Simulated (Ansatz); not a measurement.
The figure comes from a scan of GaP (zinc blende): a phonon pattern at L = (0.5, 0.0, 0.0) is frozen into a 4-atom cell, Q being the largest atomic displacement. Calculation: r2SCAN (plane waves to 500 eV, PAW, scalar-relativistic; Ansatz, a program for electronic structure). k mesh 5×10×10 (Γ-centred), Fermi-Dirac smearing 0.05 eV. E stands for the smeared free energy. GaP was relaxed with its symmetry unable to fall. ΔE is measured from the undisplaced structure.

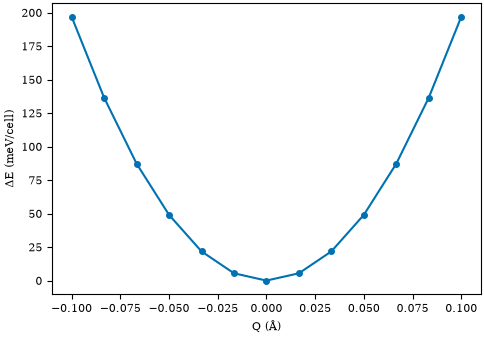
Fig. 1. ΔE (meV/cell) against Q (Å); markers are the computed points, lines only join them.

Problem. Read the plotted values off the figure, to the accuracy that the plot allows.

Solution. To the nearest 5:

```json
[
 {"Q (Å)": "-0.100", "ΔE (meV/cell)": "195"},
 {"Q (Å)": "-0.083", "ΔE (meV/cell)": "135"},
 {"Q (Å)": "-0.067", "ΔE (meV/cell)": "85"},
 {"Q (Å)": "-0.050", "ΔE (meV/cell)": "50"},
 {"Q (Å)": "-0.033", "ΔE (meV/cell)": "20"},
 {"Q (Å)": "-0.017", "ΔE (meV/cell)": "5"},
 {"Q (Å)": "0.000", "ΔE (meV/cell)": "0"},
 {"Q (Å)": "0.017", "ΔE (meV/cell)": "5"},
 {"Q (Å)": "0.033", "ΔE (meV/cell)": "20"},
 {"Q (Å)": "0.050", "ΔE (meV/cell)": "50"},
 {"Q (Å)": "0.067", "ΔE (meV/cell)": "85"},
 {"Q (Å)": "0.083", "ΔE (meV/cell)": "135"},
 {"Q (Å)": "0.100", "ΔE (meV/cell)": "195"}
]
```

(A displaced cell: forces are minus the slopes of the energy, force constants its curvatures, and phonons follow from these.)
